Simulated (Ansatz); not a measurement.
**C2H7AlFN: how energies converge with the basis set**

Aim: see how fast density functionals converge with the basis set for C2H7AlFN.

The runs use Ansatz 0.2.0, Gaussian basis; one geometry, several basis sets.

Levels to be run: PBE0-D4/def2-SVP; ωB97M-V/def2-SVP; PBE0-D4/def2-QZVPP; ωB97M-V/def2-QZVPP; the functionals' def2-TZVPP values are taken from earlier runs.

## (1) Structure used throughout

All runs share one geometry, relaxed beforehand with PBE0-D4 in a triple-zeta def2 set.

12 atoms, charge 0, spin multiplicity 1.

Atoms are counted from 1 here; the program's logs count them from 0.

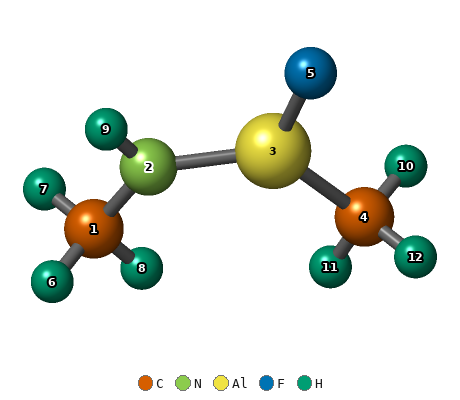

The structure; carbon orange, nitrogen green, aluminium yellow, fluorine blue, hydrogen teal; atoms are numbered from 1 in the order of the file.

Coordinates:

```
C    -1.7828    0.3628   -0.4726
N    -0.4836    0.4745   -1.0992
Al    1.0991    0.0582   -0.4435
C     1.4012   -0.6629    1.3291
F     2.3813    0.3225   -1.4583
H    -2.2880    1.3318   -0.3813
H    -2.4538   -0.3118   -1.0178
H    -1.6791   -0.0391    0.5383
H    -0.5451    0.8453   -2.0358
H     1.8773   -1.6462    1.2734
H     0.4760   -0.7717    1.8998
H     2.0745   -0.0187    1.9020
```

## (2) PBE0-D4 in def2-SVP

in.yaml

```yaml
crystal:
  periodic: [false, false, false]
  atoms:
    - {symbol: C, position_ang: [-1.782808, 0.362846, -0.472647]}
    - {symbol: N, position_ang: [-0.483618, 0.474506, -1.099243]}
    - {symbol: Al, position_ang: [1.099092, 0.058233, -0.443529]}
    - {symbol: C, position_ang: [1.401202, -0.662856, 1.329109]}
    - {symbol: F, position_ang: [2.381312, 0.322499, -1.458291]}
    - {symbol: H, position_ang: [-2.288047, 1.331797, -0.381309]}
    - {symbol: H, position_ang: [-2.453813, -0.311787, -1.017756]}
    - {symbol: H, position_ang: [-1.679107, -0.039139, 0.538333]}
    - {symbol: H, position_ang: [-0.545143, 0.845300, -2.035833]}
    - {symbol: H, position_ang: [1.877304, -1.646175, 1.273376]}
    - {symbol: H, position_ang: [0.476021, -0.771656, 1.899805]}
    - {symbol: H, position_ang: [2.074506, -0.018668, 1.901984]}
basis:
  gaussian: {orbitals: def2-SVP}
hamiltonian: {xc: pbe0, dispersion: d4}
output: {orbitals: {seedname: orbitals}}
```

Command:

```bash
> ansatz run in.yaml --threads 4 --pin off --events-out ev --progress --plain --max-ram 10444MiB
```

Further steps of the session: ωB97M-V in def2-SVP; PBE0-D4 in def2-QZVPP; ωB97M-V in def2-QZVPP.

Q: Predict the results of all the runs planned. Wanted: PBE0-D4: double and triple zeta above quadruple; ωB97M-V: double and triple zeta above quadruple.

As calculated:

| quantity | value |
| --- | --- |
| PBE0-D4: double and triple zeta above quadruple | 10.60, 0.60 eV |
| ωB97M-V: double and triple zeta above quadruple | 10.84, 0.57 eV |

**Reading.** PBE0-D4 gains 10.00 eV from double to triple zeta, then 0.60 eV more. Total energies overstate the basis error of differences, where much of it tends to cancel. The LUMO of ωB97M-V is positive and keeps falling with the basis (1.89 to 0.97 eV): an unbound level that the basis holds in place.
